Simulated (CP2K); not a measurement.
Consider aminooxirane at its PBE geometry (Å).

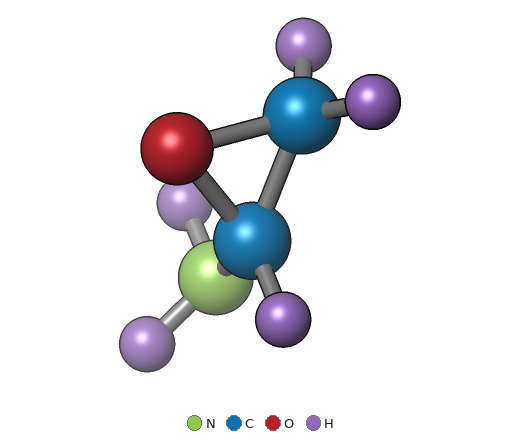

The molecule (nitrogen green, carbon blue, oxygen red, hydrogen purple).

```xyz
9

N     1.3221   -0.1101    0.4043
C     0.0856   -0.4608   -0.1896
C    -1.1540    0.2566    0.1177
O    -0.5432    0.4219   -1.1936
H     1.3675    0.8835    0.6322
H     2.1119   -0.3438   -0.1978
H     0.0275   -1.5164   -0.4664
H    -2.1128   -0.2704    0.1287
H    -1.1046    1.1396    0.7644
```

Method: CP2K XAS_TDP, all-electron GAPW, PBEh(45%), aug-cc-pVDZ, TDA, GW2X-corrected core level, no relativity.

Q: Where do the C K-edge lines lie, and how strong are they?

Leading lines: C2 292.06 eV and C3 290.96 eV. The leading line of an atom is its first one with 35 % of the strongest within 2.5 eV of its lowest line over the strength cut. Core ionisation energies at this level: C2 294.44 and C3 293.67 eV.

The first six lines of each atom with a strength over 0.0015:

```tsv
atom	energy (eV)	states	strength, one atom	above the computed threshold
C2 (bonded to C, N, O and H)	292.06	1	0.0609	
	292.41	1	0.0154	
	293.04	1	0.0069	
	293.19	1	0.0041	
	293.40	1	0.0054	
	294.41	1	0.0025	
C3 (bonded to C, O and 2 H)	290.96	1	0.0429	
	291.66	1	0.0072	
	292.08	1	0.0197	
	293.06	1	0.0163	
	293.31	1	0.0072	
	293.55	1	0.0026
```

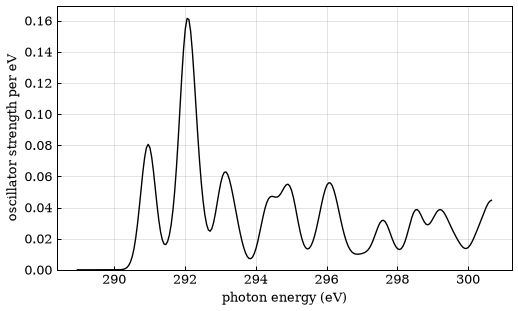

All atoms added, broadened by 0.5 eV.

Lines are vertical, at one geometry, with no vibrational structure. GW2X ionisation energies and lines can be off by 1 to 2 eV either way, and a good line position may hide errors that cancel. These values hold no scalar relativity, about 0.1 eV for C 1s. Rydberg lines, and the discretised continuum above threshold, depend on the basis and the box.

[Banner, clock and machine lines of the logs are left out without a mark of their own.]

[Logs are printed without paths, hosts, clocks, repeated set-up lines and the standing remarks that a program may print on its own settings, such as how far it seeks lower states.]

[Hosts, paths, dates, database ids (printed as entryN), source tags and the programs' standing remarks are cut or masked in the printed files.]
